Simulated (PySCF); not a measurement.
## Electronic structure of CH11ClSi4 in real space

```yaml
atoms:
  - { symbol: C, position_ang: [-0.6426, -1.5935, -1.0176] }
  - { symbol: Si, position_ang: [-0.0085, -0.0665, -0.0384] }
  - { symbol: Si, position_ang: [1.0527, 1.3533, -1.5790] }
  - { symbol: Si, position_ang: [1.4473, -0.8747, 1.6203] }
  - { symbol: Si, position_ang: [-1.9371, 0.9213, 0.8474] }
  - { symbol: Cl, position_ang: [-1.2955, 2.5234, 1.9402] }
  - { symbol: H, position_ang: [-1.1563, -2.2997, -0.3715] }
  - { symbol: H, position_ang: [0.1825, -2.1233, -1.4840] }
  - { symbol: H, position_ang: [-1.3339, -1.3103, -1.8062] }
  - { symbol: H, position_ang: [2.1525, 0.6923, -2.2892] }
  - { symbol: H, position_ang: [1.6266, 2.5201, -0.9069] }
  - { symbol: H, position_ang: [0.1513, 1.8643, -2.6170] }
  - { symbol: H, position_ang: [0.9656, -0.6095, 2.9777] }
  - { symbol: H, position_ang: [2.7775, -0.2676, 1.5159] }
  - { symbol: H, position_ang: [1.6505, -2.3242, 1.5288] }
  - { symbol: H, position_ang: [-2.8969, 1.4788, -0.1102] }
  - { symbol: H, position_ang: [-2.7429, 0.1281, 1.7799] }
```

Geometry: GFN2-xTB.

These are results of PBE0/pcSseg-1, SCF density, gas phase, non-relativistic (PySCF), not measurements.

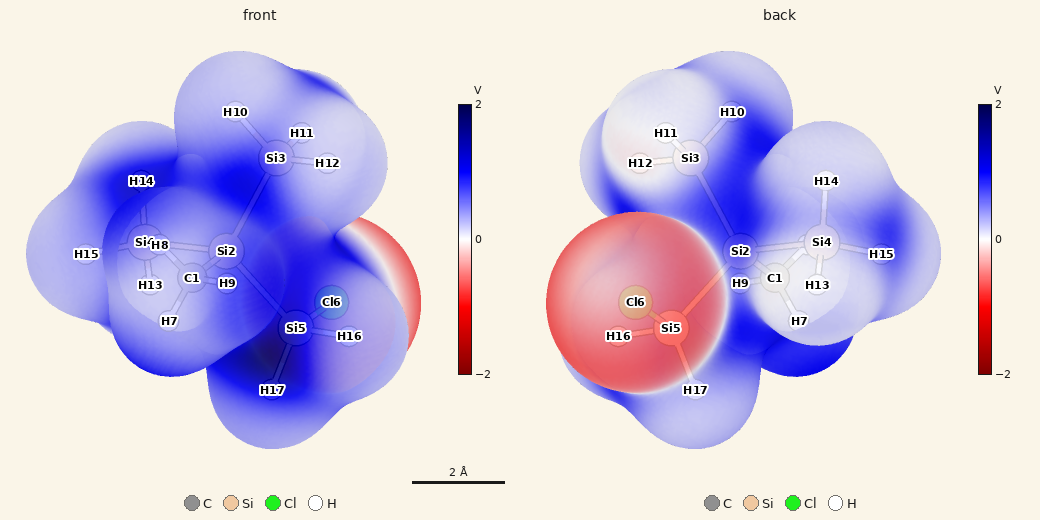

Figure 1. The electrostatic potential painted on the density surface at 0.002 e/bohr³, seen from the front and from behind; red is negative and blue positive.

Q: Where is the surface potential most negative and most positive?

A: The most negative region (about −0.6 V, or −14 kcal/mol for a unit charge) lies over Cl6, the most positive (about +1.7 V, or +39 kcal/mol for a unit charge) over Si5.

Q: What dipole moment does the calculation give?

A: Its dipole moment is 2.47 D.

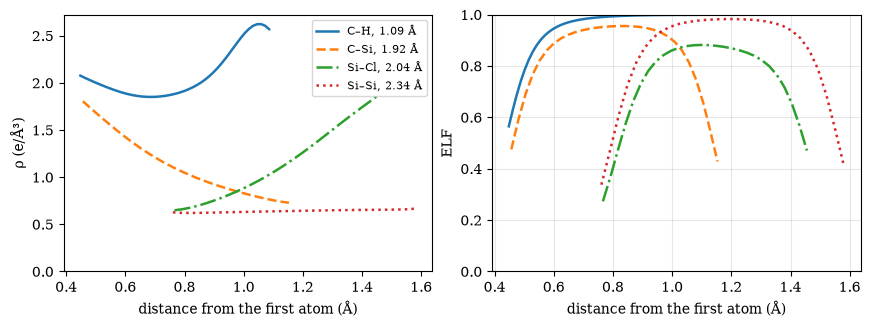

Figure 2. Total electron density and ELF along straight lines between neighbouring atoms. The curves leave out the atomic cores.

Q: What can be read from the curves?

A: C–H (1.09 Å): the density is about 1.9 e/Å³ at the midpoint; the ELF climbs to about 1 towards the hydrogen, as it does in any bond to H: a covalent bond by its length.
C–Si (1.92 Å): ρ at the midpoint is about 0.86 e/Å³; the ELF peaks at about 0.95 between the atoms (localised, covalent bonding).
Si–Cl (2.04 Å): ρ at the midpoint is about 0.92 e/Å³; the ELF peaks at about 0.90 between the atoms (a shared but strongly polarised pair).
Si–Si (2.34 Å): the density is about 0.64 e/Å³ at the midpoint; the ELF peaks at about 1 between the atoms: localised, covalent bonding.
